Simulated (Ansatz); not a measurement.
**BiSb (model cell, started as NiAs type): relaxing the cell for a phonon run**

Task: relax BiSb (model cell, started as NiAs type) tightly.

Main program and level: Ansatz 0.2.0; DFT PBEsol, scalar-relativistic, plane waves, PAW.

The structure was built from a prototype and need not be the compound's stable phase.

### Step 1. Set-up

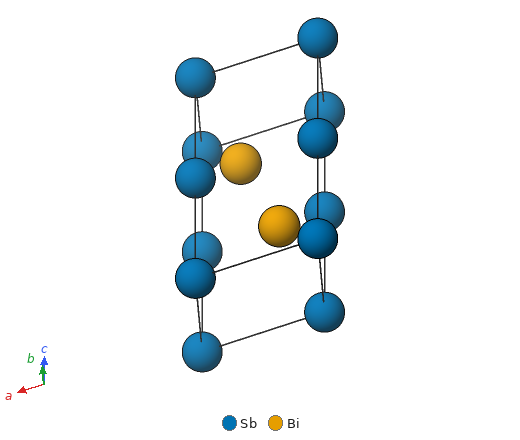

Start, viewed from a free direction; antimony blue, bismuth orange. Some periodic images of atoms are drawn too.

### Step 2. Probe on a coarse mesh

First a cheap look: the gap decides the mesh and the occupations, the pressure tells how far the cell has to move.

input.yaml

```yaml
crystal:
  lattice:
    - [4.25254, 0.0, 0.0]
    - [-2.12627, 3.68281, 0.0]
    - [0.0, 0.0, 6.80406]
  atoms:
    - { symbol: Sb, position: [0.0, 0.0, 0.0] }
    - { symbol: Sb, position: [0.0, 0.0, 0.5] }
    - { symbol: Bi, position: [0.333333, 0.666667, 0.25] }
    - { symbol: Bi, position: [0.666667, 0.333333, 0.75] }
kpoints:
  mp_grid: { grid: [6, 6, 4] }
hamiltonian:
  xc: pbesol
scf:
  occupations: { method: gaussian, width: 0.1 }
output:
  forces: true
  stress: true
  eigenvalues: true
```

Started as:

```bash
ansatz run input.yaml --threads 4 --pin off --max-ram 7168MiB --backend cpu --events-out ev --progress --plain --runs-dir out
```

Numbers of over 12 decimals in the logs are rounded to 6 here.

What it wrote:

```text
[...]
k-point 0: bands = [... 26 lower, 11.7936, 11.8546, 12.3333, 12.3333, 13.1922, 13.1922, 14.4111, 15.7572, ... 2 higher]
  k-point 1: bands = [... 26 lower, 11.4621, 11.5771, 11.8657, 11.8657, 13.6478, 13.6478, 14.7417, 15.2638, ... 2 higher]
  k-point 2: bands = [... 26 lower, 11.2175, 11.2175, 11.2989, 11.2989, 14.4111, 14.4111, 14.4111, 14.4111, ... 2 higher]
  k-point 20: bands = [... 26 lower, 10.3813, 10.3813, 12.2466, 12.2466, 12.5960, 12.5960, 17.1812, 17.1812, ... 2 higher]
[key lines of the parts left out:]
SCF converged after 6 iterations
Free energy (F): -37298.887857 eV
Fermi energy:    13.001227 eV
P = ⅓ Tr σ = 15.1626 GPa (151.626 kbar)
```

It took 3.2 s on 4 threads of Arm Neoverse N1, shared host; peak memory 0.44 GiB.

This step gave:

```
pressure          : 15.16 GPa
volume per atom   : 26.64 Å³
gap on the k-mesh : 0 eV
```

The coarse mesh shows no gap and a pressure of 15.2 GPa.

### Step 3. Coarse relaxation

The start is far from rest, so a relaxation with loose tolerances brings it close first.

Changes to input.yaml since step 2:

```diff
@@ -20 +20,6 @@
   eigenvalues: true
+relax:
+  adjacent_minimum: "off"
+  f_tol: 0.05
+  max_steps: 80
+  cell: { stress_tol: 0.5 }
```

What it wrote:

```text
[...]
Crystal: 4 atoms, lattice volume = 106.560 Å³
Basis set: ecut = 420 eV, 2069 PW (Γ), exchange–correlation on 60×60×96 points (8 copies of the dense FFT grid, shifted against one another)
Bands: 36, of which v1, the nominal top of the filled ones, is band 30 counted from 1 (29 counted from 0)
Symmetry: 24 space group operations
[...]
F+E_penalty+E_count = -37299.82122744 eV   max|allowed force component| = 3.990e-17 eV/Å   (the final SCF, on the basis selected at the relaxed cell)
  cell:  # Å, volume = 126.5226 Å³
    - [4.368856, 0.0, 0.0]
    - [-2.184428, 3.783540, 0.0]
    - [0.0, 0.0, 7.654242]
  atoms:
    - { symbol: Sb, position: [0, 0, 0] }
    - { symbol: Sb, position: [0, 0, 0.500000] }
    - { symbol: Bi, position: [0.333333, 0.666667, 0.250000] }
    - { symbol: Bi, position: [0.666667, 0.333333, 0.750000] }
[key lines of the parts left out:]
SCF converged after 4 iterations
Free energy (F): -37299.821227 eV
Fermi energy:    10.165623 eV
P = ⅓ Tr σ = -0.0440 GPa (-0.440 kbar)
```

Wall time 25 s (4 threads); peak memory 0.48 GiB.

Relaxation path:

```csv
step,energy less that of the first step (eV),largest force component (eV/Å),pressure (GPa),volume (Å³)
1,0.0000,0.0000,15.16,106.56
2,-0.7596,0.0000,4.78,118.61
3,-0.9106,0.0000,1.15,124.40
4,-0.9237,0.0000,0.12,126.26
5*,-0.9302,0.0000,0.19,126.26
6,-0.9333,0.0000,-0.04,126.52
7*,-0.9334,0.0000,-0.04,126.52
```

Relaxation steps marked * repeat the geometry before them on a plane-wave basis chosen anew for their cell, so energy and pressure can jump there.

Forces are held to the 24 operations that the run works with; a distortion that breaks them can't arise in this run.

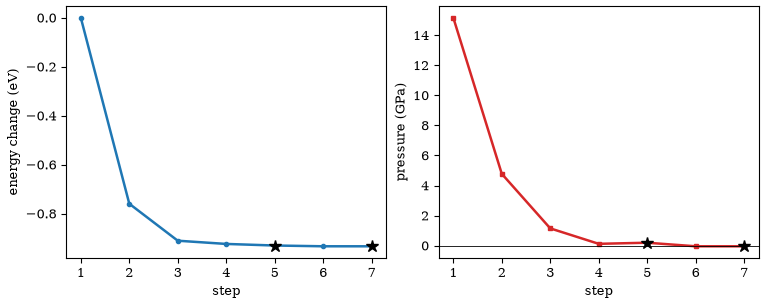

Energy and pressure along the relaxation. Stars mark steps on a basis chosen anew.

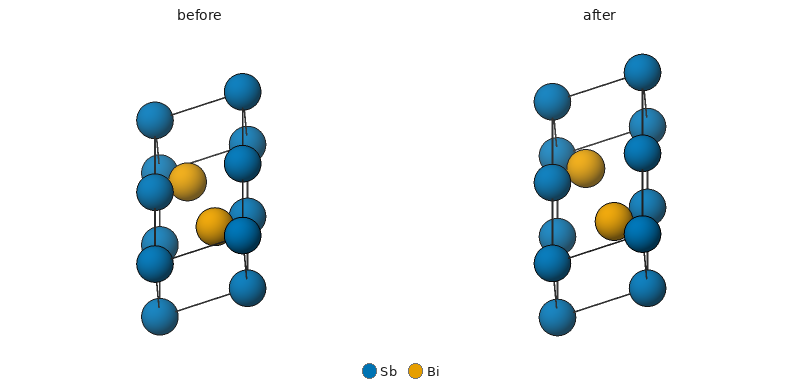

The structure before and after the relaxation, drawn at the same scale.

```csv
cell as run,before,after,change
a (Å),4.253,4.369,+2.7 %
b (Å),4.253,4.369,+2.7 %
c (Å),6.804,7.654,+12.5 %
volume (Å³/atom),26.64,31.63,+18.7 %
```

Final coordinates:

```cif
data_structure
_symmetry_space_group_name_H-M 'P 1'
_symmetry_Int_Tables_number 1
_cell_length_a 4.3689
_cell_length_b 4.3689
_cell_length_c 7.6542
_cell_angle_alpha 90.000
_cell_angle_beta 90.000
_cell_angle_gamma 120.000
_cell_volume 126.52
loop_
_atom_site_label
_atom_site_type_symbol
_atom_site_fract_x
_atom_site_fract_y
_atom_site_fract_z
_atom_site_occupancy
Sb1 Sb 0.00000 0.00000 0.00000 1
Sb2 Sb 0.00000 0.00000 0.50000 1
Bi3 Bi 0.33333 0.66667 0.25000 1
Bi4 Bi 0.66667 0.33333 0.75000 1
```

This step gave:

```
pressure        : -0.04398 GPa
volume per atom : 31.63 Å³
```

In this step the volume went from 26.64 to 31.63 Å³/atom.

### Step 4. Relaxation

The cell and atoms are relaxed, since residual forces and stress would shift the frequencies.

input.yaml

```yaml
crystal:
  lattice:
    - [4.3688558459, 0.0, 0.0]
    - [-2.184427923, 3.7835401481, 0.0]
    - [0.0, 0.0, 7.6542415225]
  atoms:
    - { symbol: Sb, position: [0.0, 0.0, 0.0] }
    - { symbol: Sb, position: [0.0, 0.0, 0.5] }
    - { symbol: Bi, position: [0.3333333333, 0.6666666667, 0.25] }
    - { symbol: Bi, position: [0.6666666667, 0.3333333333, 0.75] }
kpoints:
  mp_grid: { grid: [12, 12, 6] }
hamiltonian:
  xc: pbesol
scf:
  occupations: { method: gaussian, width: 0.1 }
output:
  forces: true
  stress: true
  eigenvalues: true
  write_density: true
  write_potential: true
  elf: true
  volumetric_format: npy
relax:
  adjacent_minimum: "off"
  f_tol: 0.005
  max_steps: 80
  cell: { stress_tol: 0.05 }
```

What it wrote:

```text
[...]
Crystal: 4 atoms, lattice volume = 126.523 Å³
Basis set: ecut = 420 eV, 2503 PW (Γ), exchange–correlation on 60×60×108 points (8 copies of the dense FFT grid, shifted against one another)
Bands: 36, of which v1, the nominal top of the filled ones, is band 30 counted from 1 (29 counted from 0)
Symmetry: 24 space group operations
[...]
k-points: 76 of 864
[...]
SCF iter   1: F=—  HF=-37299.806340 eV  |F-HF|=—  |Δ(HF+E_count)|=         —  Δρ=1.99e-3  dr2=3.13e-3  ethr=1.77e-3  ⟨swp⟩=6.5  Hψ=11218  notcnv=0
[...]
SCF iter   8: F=-37299.802661 eV  HF=-37299.802661 eV  |F-HF|=1.72e-8  |Δ(HF+E_count)|=   7.41e-8  Δρ=4.73e-6  dr2=1.71e-8  ethr=1.67e-10  ⟨swp⟩=13.4  Hψ=21709  notcnv=0
SCF 1 converged in 8 iterations: F = -37299.802661 eV  dr2 = 1.71e-8
[...]
relax step   1: F+E_penalty+E_count = -37299.80266120 eV  Δ(F+E_penalty+E_count) = +0.000e0 eV  max|allowed force component| = 5.782e-17 eV/Å  Δτ_max = 0.0000 Å  P = -0.008 GPa  Ω = 126.523 Å³  (8 SCF iters, dr2 threshold 1.00e-7 eV, accepted)
Crystal: 4 atoms, lattice volume = 125.890 Å³
Basis set: ecut = 420 eV, 2409 PW (Γ), exchange–correlation on 60×60×108 points (8 copies of the dense FFT grid, shifted against one another)
[...]
SCF iter   5: F=-37299.818534 eV  HF=-37299.818534 eV  |F-HF|=4.95e-9  |Δ(HF+E_count)|=   3.93e-9  Δρ=4.03e-6  dr2=2.75e-8  ethr=6.67e-10  ⟨swp⟩=9.8  Hψ=17775  notcnv=0
SCF 2 converged in 5 iterations: F = -37299.818534 eV  dr2 = 2.75e-8
[...]
relax step   2: F+E_penalty+E_count = -37299.81853369 eV  Δ(F+E_penalty+E_count) = -1.587e-2 eV  max|allowed force component| = 5.551e-17 eV/Å  Δτ_max = 0.0000 Å  P = -0.040 GPa  Ω = 125.890 Å³  energy of the carried Pulay correction = +1.205e-4 eV  (5 SCF iters, dr2 threshold 4.00e-7 eV, accepted)
Crystal: 4 atoms, lattice volume = 125.374 Å³
Basis set: ecut = 420 eV, 2397 PW (Γ), exchange–correlation on 60×60×108 points (8 copies of the dense FFT grid, shifted against one another)
[...]
SCF iter   4: F=-37299.820419 eV  HF=-37299.820419 eV  |F-HF|=1.04e-8  |Δ(HF+E_count)|=   2.82e-9  Δρ=5.16e-6  dr2=6.22e-8  ethr=2.40e-10  ⟨swp⟩=11.4  Hψ=20593  notcnv=0
SCF 3 converged in 4 iterations: F = -37299.820419 eV  dr2 = 6.22e-8
relax step   3: F+E_penalty+E_count = -37299.82041875 eV  Δ(F+E_penalty+E_count) = -1.885e-3 eV  max|allowed force component| = 5.782e-17 eV/Å  Δτ_max = 0.0000 Å  P = +0.047 GPa  Ω = 125.374 Å³  energy of the carried Pulay correction = +2.196e-4 eV  (4 SCF iters, dr2 threshold 1.44e-7 eV, accepted)
[...]
relax step   4: F+E_penalty+E_count = -37299.82052588 eV  Δ(F+E_penalty+E_count) = -1.071e-4 eV  max|allowed force component| = 1.388e-17 eV/Å  Δτ_max = 0.0000 Å  P = -0.046 GPa  Ω = 125.470 Å³  energy of the carried Pulay correction = +2.010e-4 eV  (4 SCF iters, dr2 threshold 3.86e-8 eV, accepted)
[...]
relax step   5: F+E_penalty+E_count = -37299.82029066 eV  Δ(F+E_penalty+E_count) = +2.352e-4 eV  max|allowed force component| = 1.735e-17 eV/Å  Δτ_max = 0.0000 Å  P = -0.047 GPa  Ω = 125.470 Å³  stress off target by 5.22e-2 GPa  SCF on the basis re-selected at this cell (its energy is not comparable with the rows above)  (6 SCF iters)
[...]
relax step   6: F+E_penalty+E_count = -37299.82032861 eV  Δ(F+E_penalty+E_count) = -3.795e-5 eV  max|allowed force component| = 3.816e-17 eV/Å  Δτ_max = 0.0000 Å  P = +0.001 GPa  Ω = 125.355 Å³  energy of the carried Pulay correction = +2.226e-5 eV  (4 SCF iters, dr2 threshold 6.81e-9 eV, accepted)
[...]
SCF iter   6: F=-37299.820312 eV  HF=-37299.820312 eV  |F-HF|=2.18e-11  |Δ(HF+E_count)|=  3.64e-11  Δρ=1.81e-7  dr2=2.43e-11  ethr=1.00e-12  ⟨swp⟩=5.0  Hψ=13372  notcnv=0
SCF 7 converged in 6 iterations: F = -37299.820312 eV  dr2 = 2.43e-11
relax step   7: F+E_penalty+E_count = -37299.82031234 eV  Δ(F+E_penalty+E_count) = +1.627e-5 eV  max|allowed force component| = 3.643e-17 eV/Å  Δτ_max = 0.0000 Å  P = +0.001 GPa  Ω = 125.355 Å³  stress off target by 1.50e-3 GPa  SCF on the basis re-selected at this cell (its energy is not comparable with the rows above)  (6 SCF iters)
[...]
SCF converged after 6 iterations
Free energy (F): -37299.820312 eV
[...]
Internal energy: -37299.809851 eV  (E = F + TS)
E sigma→0 (E₀):  -37299.815082 eV
Entropy (-TS):   -0.010461 eV (-2.615 meV/atom)
Fermi energy:    10.201775 eV
[...]
--- Stress (GPa, compression-positive) ---
        0.001504       0.000000       0.000000
        0.000000       0.001504       0.000000
       -0.000000       0.000000       0.001130
  P = ⅓ Tr σ = 0.0014 GPa (0.014 kbar)
--- Band table (eV; the first three rows and the last of 76) ---
  k-point 0: bands = [... 26 lower, 9.0174, 9.9914, 10.4680, 10.4680, 10.7923, 10.7923, 11.6513, 12.9653, ... 2 higher]
  k-point 1: bands = [... 26 lower, 9.0687, 9.8064, 10.1660, 10.1660, 11.1183, 11.1183, 11.8752, 12.8239, ... 2 higher]
  k-point 2: bands = [... 26 lower, 9.2202, 9.4150, 9.7876, 9.7876, 11.5739, 11.5739, 12.3776, 12.4751, ... 2 higher]
  k-point 75: bands = [... 26 lower, 7.4600, 7.4600, 9.2156, 9.2156, 9.4137, 9.4137, 14.4873, 14.4873, ... 2 higher]
--- Relaxed structure (5 steps of the walk, 5 accepted, 2 SCFs on fresh bases) ---
[...]
cell:  # Å, volume = 125.3547 Å³
    - [4.283837, 2.8305658944675345e-11, 0.0]
    - [-2.141918, 3.709912, 0.0]
    - [0.0, 0.0, 7.887585]
  atoms:
    - { symbol: Sb, position: [0, 0, 0] }
    - { symbol: Sb, position: [0, 0, 0.5] }
    - { symbol: Bi, position: [0.333333, 0.666667, 0.25] }
    - { symbol: Bi, position: [0.666667, 0.333333, 0.750000] }
```

The job ended after 93 s (4 threads; peak memory 0.63 GiB).

The steps of the relaxation:

```csv
step,energy less that of the first step (eV),largest force component (eV/Å),pressure (GPa),volume (Å³)
1,0.0000,0.0000,-0.01,126.52
2,-0.0159,0.0000,-0.04,125.89
3,-0.0178,0.0000,0.05,125.37
4,-0.0179,0.0000,-0.05,125.47
5*,-0.0176,0.0000,-0.05,125.47
6,-0.0177,0.0000,0.00,125.35
7*,-0.0177,0.0000,0.00,125.35
```

Relaxation steps marked * repeat the geometry before them on a plane-wave basis chosen anew for their cell, so energy and pressure can jump there.

Forces are held to the 24 operations that the run works with; a distortion that breaks them can't arise in this run.

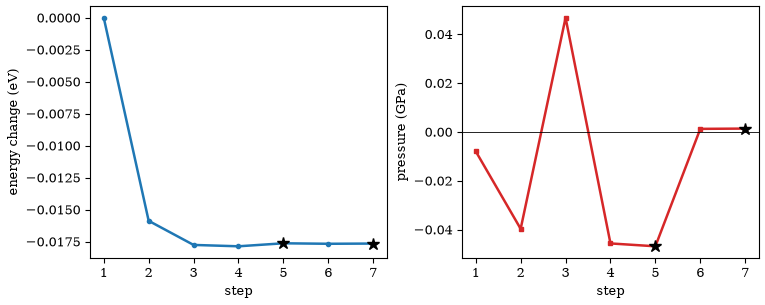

Energy and pressure along the relaxation. Stars mark steps on a basis chosen anew.

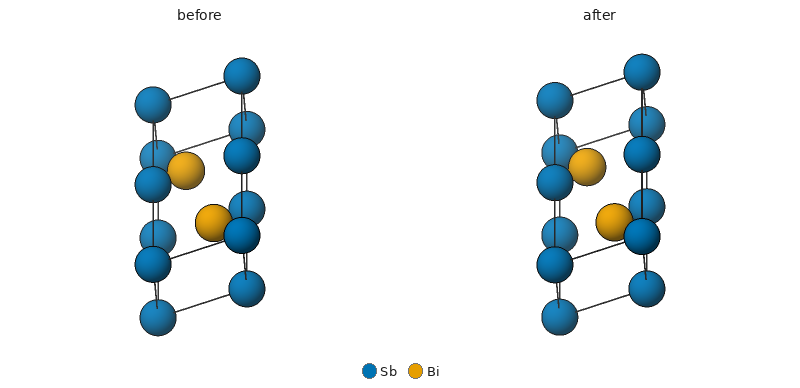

Before and after, at one scale.

```csv
"conventional cell, symmetrised",before,after,change
a (Å),4.369,4.284,-1.9 %
b (Å),4.369,4.284,-1.9 %
c (Å),7.654,7.888,+3.0 %
volume (Å³/atom),31.63,31.34,-0.9 %
```

The relaxed structure:

```xyz
4
Lattice="4.2838 0.0000 0.0000 -2.1419 3.7099 0.0000 0.0000 0.0000 7.8876" Properties=species:S:1:pos:R:3 pbc="T T T"
Sb    0.0000    0.0000    0.0000
Sb    0.0000    0.0000    3.9438
Bi    0.0000    2.4733    1.9719
Bi    2.1419    1.2366    5.9157
```

This step gave:

* pressure: 0.001380 GPa
* volume per atom: 31.34 Å³

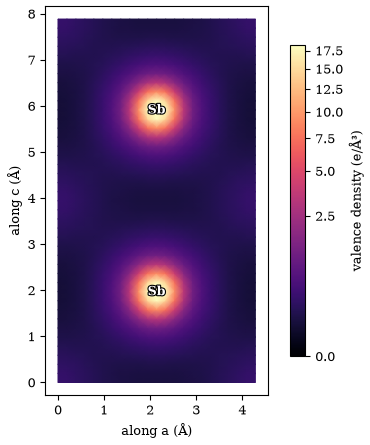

Valence density in the ac plane at fractional y = 0.000, with atoms of Sb within 0.2 Å of it. It is the smooth field of the valence electrons, not physical close to the nuclei. The map starts off the cell's origin, so that atoms lie inside it. The colour scale is stretched toward low values.

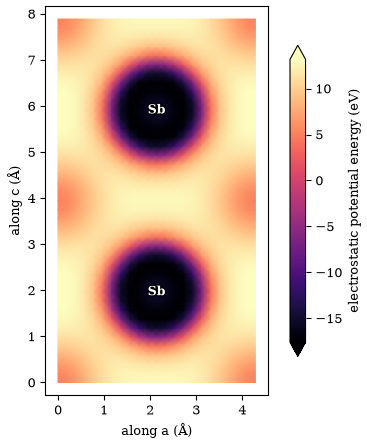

Electrostatic potential energy in the ac plane at fractional y = 0.000, with atoms of Sb within 0.2 Å of it. With pseudopotentials it is smooth inside the atoms' cores, unlike the true potential. The map starts off the cell's origin, so that atoms lie inside it.

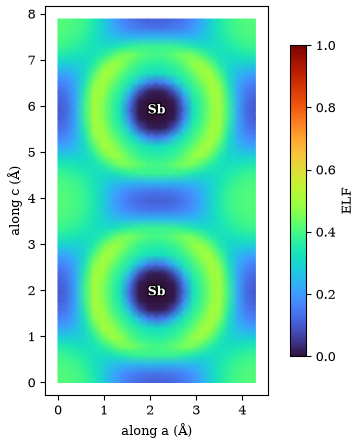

ELF in the ac plane at fractional y = 0.000, with atoms of Sb within 0.2 Å of it. It is the smooth field of the valence electrons, not physical close to the nuclei. The map starts off the cell's origin, so that atoms lie inside it.

In this step the volume went from 31.63 to 31.34 Å³/atom.

### Step 5. Tight relaxation

Phonons need a cell at rest on their own settings, so the relaxation is repeated with tight tolerances on forces and stress, using the mesh and the filling of the phonon run that follows.

input.yaml

```yaml
crystal:
  lattice:
    - [4.2838368347, 0.0, 0.0]
    - [-2.1419184174, 3.7099115245, 0.0]
    - [0.0, 0.0, 7.8875851872]
  atoms:
    - { symbol: Sb, position: [0.0, 0.0, 0.0] }
    - { symbol: Sb, position: [0.0, 0.0, 0.5] }
    - { symbol: Bi, position: [0.3333333333, 0.6666666667, 0.25] }
    - { symbol: Bi, position: [0.6666666667, 0.3333333333, 0.75] }
kpoints:
  mp_grid: { grid: [12, 12, 6] }
hamiltonian:
  xc: pbesol
scf:
  occupations: { method: methfessel_paxton, width: 0.15 }
output:
  forces: true
  stress: true
  eigenvalues: true
relax:
  adjacent_minimum: "off"
  f_tol: 0.001
  max_steps: 60
  cell: { stress_tol: 0.01 }
```

What it wrote:

```text
[...]
Crystal: 4 atoms, lattice volume = 125.355 Å³
Basis set: ecut = 420 eV, 2409 PW (Γ), exchange–correlation on 60×60×108 points (8 copies of the dense FFT grid, shifted against one another)
Bands: 36, of which v1, the nominal top of the filled ones, is band 30 counted from 1 (29 counted from 0)
Symmetry: 24 space group operations
[...]
k-points: 76 of 864
[...]
--- Relaxed structure (2 steps of the walk, 2 accepted, 1 SCFs on fresh bases) ---
[...]
cell:  # Å, volume = 125.3383 Å³
    - [4.283896, 2.8867840725967358e-11, 0.0]
    - [-2.141948, 3.709962, 0.0]
    - [0.0, 0.0, 7.886338]
  atoms:
    - { symbol: Sb, position: [0, 0, 0.0] }
    - { symbol: Sb, position: [0, 0, 0.5] }
    - { symbol: Bi, position: [0.333333, 0.666667, 0.25] }
    - { symbol: Bi, position: [0.666667, 0.333333, 0.75] }
[key lines of the parts left out:]
SCF converged after 8 iterations
Free energy (F): -37299.814838 eV
Fermi energy:    10.199062 eV
P = ⅓ Tr σ = 0.0042 GPa (0.042 kbar)
```

Elapsed: 39 s, on 4 threads; peak memory 0.62 GiB.

Little changed from the start: no atom moved by 0.005 Å and no cell edge by 0.1 %.

Numbers from this step:

```
pressure        : 0.004203 GPa
volume per atom : 31.33 Å³
```

The forces vanish by symmetry and the pressure is 0.004 GPa, within the tolerances set. The cell now holds 31.33 Å³/atom.

### Step 6. What came out

| Item | Value |
| --- | --- |
| space group after relaxation (within 0.01 Å) | P6_3/mmc |
| lattice constant a | 4.284 Å |
| lattice constant b | 4.284 Å |
| lattice constant c | 7.886 Å |
| volume per atom | 31.3 Å³ |

The forces vanish by symmetry and the pressure is 0.004 GPa, within the tolerances set. The cell now holds 31.33 Å³/atom. The relaxation keeps the symmetry of its start, so it says nothing on stability against lower symmetry. Spin-orbit coupling is left out, which can matter for the heavy elements here. The starting cell was built on a prototype and not taken from a measurement, so the phase need not exist.

[Logs are printed without paths, hosts, clocks, repeated set-up lines and the standing remarks that a program may print on its own settings, such as how far it seeks lower states.]

[Hosts, paths, dates, database ids (printed as entryN), source tags and the programs' standing remarks are cut or masked in the printed files.]
